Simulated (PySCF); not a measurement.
**Al⁺: dipole response in aug-cc-pVQZ-DK**

Aim: the static polarisability and the C₆ coefficient of Al⁺, method by method.

Method: unrestricted determinants in a Gaussian basis, no spin-orbit coupling in the energies. Code: PySCF 2.14.0.

### 1 What is computed

```
Element     : aluminium (Z = 13)
Basis       : aug-cc-pVQZ-DK
Hamiltonian : scalar relativity by spin-free X2C-1e
State 1     : Al⁺: [Ne] 3s2, closed-shell 1S
Methods     : UHF, PBE, PBE0, BP86, r2SCANh
```

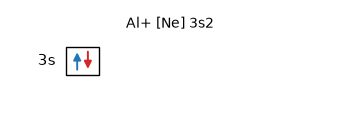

The shells outside the core, filled by Hund's rule for the drawing.

One driver process ran all states and methods and kept the integrals in memory. Each run is shown as a PySCF script that sums up its settings (the driver passes frozen orbitals as a list and adds second-order terms of double hybrids); the logs are those of the runs themselves. The driver starts from symmetry-adapted Hartree-Fock orbitals, holds the occupation by maximum overlap and uses a logarithmic radial grid for functionals, so a plain start would take other cycles.

The integrals over 84 functions and the set-up took 0.56 s of CPU time.

### 2 Al⁺

UHF:

The input, input.py:

```python
from pyscf import gto, scf, dft, mp, cc
import basis_set_exchange as bse
mol = gto.M(atom="Al 0 0 0", charge=1, spin=0, symmetry="D2h",
            basis=gto.basis.parse(bse.get_basis("aug-cc-pVQZ-DK", elements=["Al"], fmt="nwchem")),
            nucmod="G")
mf = scf.UHF(mol).sfx2c1e()
mf.irrep_nelec = {'Ag': (3, 3), 'B1u': (1, 1), 'B2u': (1, 1), 'B3u': (1, 1)}
mf.kernel()
```

What it wrote:

```text
damping factor = 0
level_shift factor = 0
DIIS = <class 'pyscf.scf.diis.CDIIS'>
diis_start_cycle = 1
diis_space = 10
diis_damp = 0
SCF conv_tol = 1e-09
SCF conv_tol_grad = None
number electrons alpha = 6  beta = 6
cycle= 1 E= -242.110189483456  delta_E= -3.92e-11  |g|= 1.16e-06  |ddm|= 4.45e-05
converged SCF energy = -242.110189483456  <S^2> = -7.9936058e-15  2S+1 = 1
```

CPU time 2.9 s on a shared host, the integrals not counted.

The occupied shells:

```tsv
shell	electrons	mean orbital energy (eV)	spread (eV)	rms radius (bohr)
1s	2	-1603.6	0	0.139
2s	2	-142.47	0	0.675
2p	6	-95.814	0	0.674
3s	2	-17.781	0	2.60
```

⟨S²⟩ = 0.000, ⟨L²⟩ = 0.00.

The driver then solved the coupled dipole response at imaginary frequencies: mean α = 26.15 bohr³, C₆ = 138.0 au for a like pair.

PBE:

Changes to input.py:

```diff
@@ -5,3 +5,3 @@
             nucmod="G")
-mf = scf.UHF(mol).sfx2c1e()
+mf = dft.UKS(mol, xc="PBE").sfx2c1e()
 mf.irrep_nelec = {'Ag': (3, 3), 'B1u': (1, 1), 'B2u': (1, 1), 'B3u': (1, 1)}
```

What it wrote:

```text
damping factor = 0
level_shift factor = 0
DIIS = <class 'pyscf.scf.diis.CDIIS'>
diis_start_cycle = 1
diis_space = 10
diis_damp = 0
SCF conv_tol = 1e-09
SCF conv_tol_grad = None
number electrons alpha = 6  beta = 6
XC functionals = PBE
    J. P. Perdew, K. Burke, and M. Ernzerhof.,  Phys. Rev. Lett. 77, 3865 (1996)
    J. P. Perdew, K. Burke, and M. Ernzerhof.,  Phys. Rev. Lett. 78, 1396 (1997)
    J. P. Perdew, K. Burke, and M. Ernzerhof.,  Phys. Rev. Lett. 77, 3865 (1996)
    J. P. Perdew, K. Burke, and M. Ernzerhof.,  Phys. Rev. Lett. 78, 1396 (1997)
cycle= 1 E= -242.451752160712  delta_E= -0.00587  |g|= 0.0288  |ddm|= 16.8
cycle= 2 E= -242.451887245521  delta_E= -0.000135  |g|= 0.0102  |ddm|= 0.122
cycle= 3 E= -242.45190843964  delta_E= -2.12e-05  |g|= 0.000211  |ddm|= 0.0334
cycle= 4 E= -242.451908458281  delta_E= -1.86e-08  |g|= 5e-06  |ddm|= 0.00415
cycle= 5 E= -242.451908458288  delta_E= -7.59e-12  |g|= 6.36e-08  |ddm|= 0.000377
converged SCF energy = -242.451908458288  <S^2> = -1.7763568e-15  2S+1 = 1
```

It used 1.7 s of CPU time after the integrals (shared host).

The driver then solved the coupled dipole response at imaginary frequencies: mean α = 24.08 bohr³, C₆ = 121.3 au for a like pair.

PBE0:

Changes to input.py:

```diff
@@ -5,3 +5,3 @@
             nucmod="G")
-mf = dft.UKS(mol, xc="PBE").sfx2c1e()
+mf = dft.UKS(mol, xc="PBE0").sfx2c1e()
 mf.irrep_nelec = {'Ag': (3, 3), 'B1u': (1, 1), 'B2u': (1, 1), 'B3u': (1, 1)}
```

What it wrote:

```text
damping factor = 0
level_shift factor = 0
DIIS = <class 'pyscf.scf.diis.CDIIS'>
diis_start_cycle = 1
diis_space = 10
diis_damp = 0
SCF conv_tol = 1e-09
SCF conv_tol_grad = None
number electrons alpha = 6  beta = 6
XC functionals = PBE0
    C. Adamo and V. Barone.,  J. Chem. Phys. 110, 6158 (1999)
    M. Ernzerhof and G. E. Scuseria.,  J. Chem. Phys. 110, 5029 (1999)
cycle= 1 E= -242.470959901897  delta_E= -0.00305  |g|= 0.0143  |ddm|= 8.75
cycle= 2 E= -242.470998953939  delta_E= -3.91e-05  |g|= 0.0041  |ddm|= 0.362
cycle= 3 E= -242.471002304817  delta_E= -3.35e-06  |g|= 3.22e-05  |ddm|= 0.0174
cycle= 4 E= -242.471002305189  delta_E= -3.72e-10  |g|= 1.57e-06  |ddm|= 0.00158
converged SCF energy = -242.471002305189  <S^2> = -3.5527137e-15  2S+1 = 1
```

It used 3.5 s of CPU time after the integrals (shared host).

The driver then solved the coupled dipole response at imaginary frequencies: mean α = 24.59 bohr³, C₆ = 125.4 au for a like pair.

BP86:

Changes to input.py:

```diff
@@ -5,3 +5,3 @@
             nucmod="G")
-mf = dft.UKS(mol, xc="PBE0").sfx2c1e()
+mf = dft.UKS(mol, xc="B88,P86").sfx2c1e()
 mf.irrep_nelec = {'Ag': (3, 3), 'B1u': (1, 1), 'B2u': (1, 1), 'B3u': (1, 1)}
```

What it wrote:

```text
damping factor = 0
level_shift factor = 0
DIIS = <class 'pyscf.scf.diis.CDIIS'>
diis_start_cycle = 1
diis_space = 10
diis_damp = 0
SCF conv_tol = 1e-09
SCF conv_tol_grad = None
number electrons alpha = 6  beta = 6
XC functionals = B88,P86
    A. D. Becke.,  Phys. Rev. A 38, 3098 (1988)
    J. P. Perdew.,  Phys. Rev. B 33, 8822 (1986)
cycle= 1 E= -242.606507767469  delta_E= -0.00604  |g|= 0.0271  |ddm|= 17.6
cycle= 2 E= -242.606626086747  delta_E= -0.000118  |g|= 0.00965  |ddm|= 0.228
cycle= 3 E= -242.606645327112  delta_E= -1.92e-05  |g|= 0.000185  |ddm|= 0.0365
cycle= 4 E= -242.606645338105  delta_E= -1.1e-08  |g|= 2.68e-06  |ddm|= 0.00641
cycle= 5 E= -242.606645338107  delta_E= -1.96e-12  |g|= 5.26e-08  |ddm|= 0.000266
converged SCF energy = -242.606645338107  <S^2> = 2.6645353e-15  2S+1 = 1
```

It used 1.8 s of CPU time after the integrals (shared host).

The driver then solved the coupled dipole response at imaginary frequencies: mean α = 23.79 bohr³, C₆ = 119.2 au for a like pair.

r2SCANh:

Changes to input.py:

```diff
@@ -5,3 +5,3 @@
             nucmod="G")
-mf = dft.UKS(mol, xc="B88,P86").sfx2c1e()
+mf = dft.UKS(mol, xc="HYB_MGGA_XC_R2SCANH").sfx2c1e()
 mf.irrep_nelec = {'Ag': (3, 3), 'B1u': (1, 1), 'B2u': (1, 1), 'B3u': (1, 1)}
```

What it wrote:

```text
damping factor = 0
level_shift factor = 0
DIIS = <class 'pyscf.scf.diis.CDIIS'>
diis_start_cycle = 1
diis_space = 10
diis_damp = 0
SCF conv_tol = 1e-09
SCF conv_tol_grad = None
number electrons alpha = 6  beta = 6
XC functionals = HYB_MGGA_XC_R2SCANH
    M. Bursch, H. Neugebauer, S. Ehlert, and S. Grimme.,  J. Chem. Phys. 156, 134105 (2022)
cycle= 1 E= -242.547395280931  delta_E= -0.00207  |g|= 0.0141  |ddm|= 5.63
cycle= 2 E= -242.547434575683  delta_E= -3.93e-05  |g|= 0.00427  |ddm|= 0.333
cycle= 3 E= -242.547438297297  delta_E= -3.72e-06  |g|= 0.000103  |ddm|= 0.0265
cycle= 4 E= -242.547438313222  delta_E= -1.59e-08  |g|= 1.25e-05  |ddm|= 0.00172
cycle= 5 E= -242.547438313465  delta_E= -2.43e-10  |g|= 2.36e-07  |ddm|= 0.000243
converged SCF energy = -242.547438313465  <S^2> = -1.7763568e-15  2S+1 = 1
```

It used 6.3 s of CPU time after the integrals (shared host).

The driver then solved the coupled dipole response at imaginary frequencies: mean α = 24.88 bohr³, C₆ = 131.5 au for a like pair.

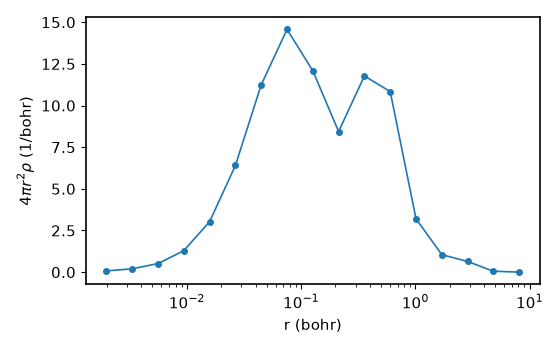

Radial density 4πr²ρ of Al⁺ at UHF, at 17 stored radii joined by straight lines.

### 3 Polarisabilities and C₆

Al⁺, in atomic units:

```tsv
method	mean α	C₆ (like pair)	S(−4)
UHF	26.15	138.0	369.0
PBE	24.08	121.3	317.3
PBE0	24.59	125.4	329.7
BP86	23.79	119.2	309.1
r2SCANh	24.88	131.5	317.5
```

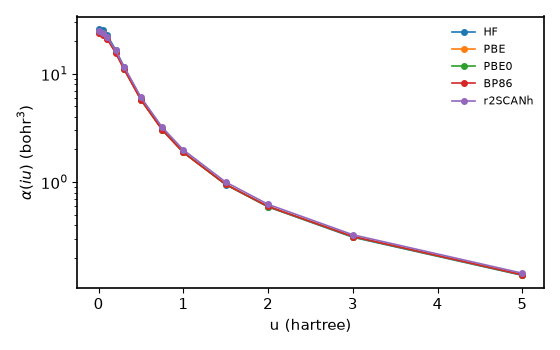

α(iu) of Al⁺, the polarisability at imaginary frequency, on a logarithmic scale.

### 4 Summary of results

```
quantity                              value
α of Al⁺  23.79 (BP86) to 26.15 (UHF) bohr³
```

What this shows: A single London oscillator with the computed α and C₆ of Al⁺ at UHF would have ω = 4 C₆ / (3 α²) = 0.269 hartree. The basis is finite, and no extrapolation was made.
